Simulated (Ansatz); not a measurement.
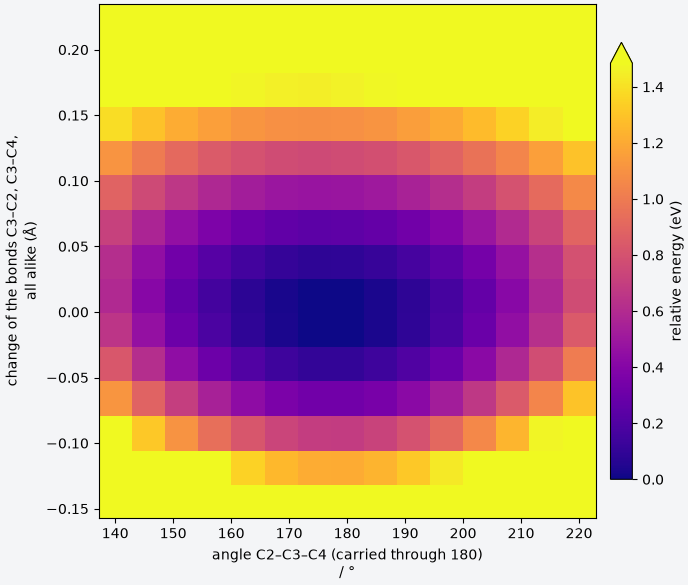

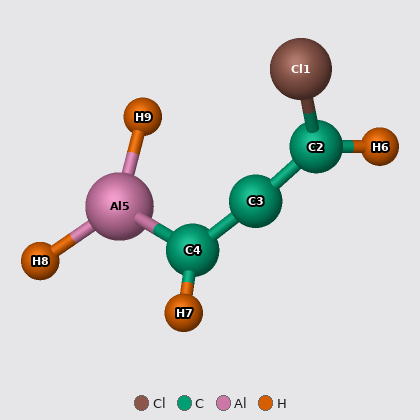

Energy landscape of C₃H₄AlCl, SMILES [AlH2][CH]=C=CCl. First axis: angle C2–C3–C4 (carried through 180). Second axis: change of the bonds C3–C2, C3–C4, all alike. Nothing is relaxed (all other coordinates rigid). The scan uses a 15 × 15 grid. Points are written as (first, second). Energies: eV, counted from the lowest grid point. Level of theory: Ansatz 0.2.0, RKS CAM-B3LYP-D4/def2-SVP.

In the figure: one coloured cell a grid point, one colour for all values above the top of the scale. The second picture is the structure at the lowest point.

Question: Summarise what can be read from the map.

Answer: The lowest grid point is at (174.3°, 0.013 Å). It is the only kind of minimum in the scanned range. The highest grid point, (220.0°, −0.144 Å), lies 3.09 eV above the lowest. Round the minimum the two coordinates are nearly uncoupled.

Each point was launched as `ansatz run input.yaml --threads 1 --pin off --max-ram 2560MiB --backend cpu --events-out ev --progress --plain --runs-dir out`. The whole map (225 points run) took 19 min on 1 thread of Arm Neoverse V2, on a shared host.
